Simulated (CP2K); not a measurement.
Band structure of HgPPt5 (P4/mmm, 7 atoms in the cell).

```yaml
crystal:
  lattice:
    - [3.93904, 0.00000, 0.00000]
    - [0.00000, 3.93904, 0.00000]
    - [0.00000, 0.00000, 7.20984]
  atoms:
    - { symbol: Hg, position: [0.50000, 0.50000, 0.00000] }
    - { symbol: P, position: [0.00000, 0.00000, 0.50000] }
    - { symbol: Pt, position: [0.00000, 0.50000, 0.30307] }
    - { symbol: Pt, position: [0.00000, 0.50000, 0.69693] }
    - { symbol: Pt, position: [0.50000, 0.00000, 0.30307] }
    - { symbol: Pt, position: [0.50000, 0.00000, 0.69693] }
    - { symbol: Pt, position: [0.00000, 0.00000, 0.00000] }
```

Computed with PBEsol, GPW, DZVP-MOLOPT-SR-GTH basis, GTH-PBE potentials (GTH_POTENTIALS) (CP2K 2026.2).

Settings: CUTOFF = 500 Ry; REL_CUTOFF = 50 Ry; SMEAR/METHOD = FERMI_DIRAC; ELECTRONIC_TEMPERATURE = 1578.21 K; KPOINTS/SCHEME = MACDONALD 6 6 3 0.08333333333 0.08333333333 0; XC_FUNCTIONAL = PBE:PBESOL; Hg/BASIS_SET = DZVP-MOLOPT-SR-GTH; Hg/POTENTIAL = GTH-PBE-q12; P/BASIS_SET = DZVP-MOLOPT-SR-GTH; P/POTENTIAL = GTH-PBE-q5; Pt/BASIS_SET = DZVP-MOLOPT-SR-GTH; Pt/POTENTIAL = GTH-PBE-q18; METHOD = GPW; EPS_DEFAULT = 1e-10.

The starting cell comes from a database of computed structures (which also holds hypothetical and non-ambient phases and stackings), without a prior relaxation at this level. Spin-orbit coupling is off. Spin polarisation is off; with an odd number of electrons in the cell that forces a metal, and a magnetic state may lie lower. Values carry the incompleteness of an atom-centred basis. The potentials were made for another functional than the one used.

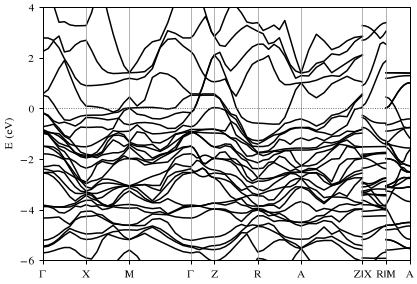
Bands along the path, energies from the Fermi level.

Levels in eV from the Fermi level, bands 50 to 55:
```tsv
point	50	51	52	53	54	55
Γ	-0.84	-0.73	-0.17	-0.17	0.52	0.57
X	-1.81	-1.52	-0.75	-0.36	-0.28	0.08
M	-1.34	-0.90	-0.65	0.01	0.01	0.44
Z	-0.82	0.03	0.52	0.57	1.05	2.11
R	-1.74	-1.51	-1.41	-1.28	-0.59	1.87
A	-1.17	-0.76	-0.76	-0.42	1.01	1.01
```

Bands cross the Fermi level along this path, so the cell is metallic at this level.

Higher empty bands are left out: an atom-centred basis made for the valence describes them poorly.
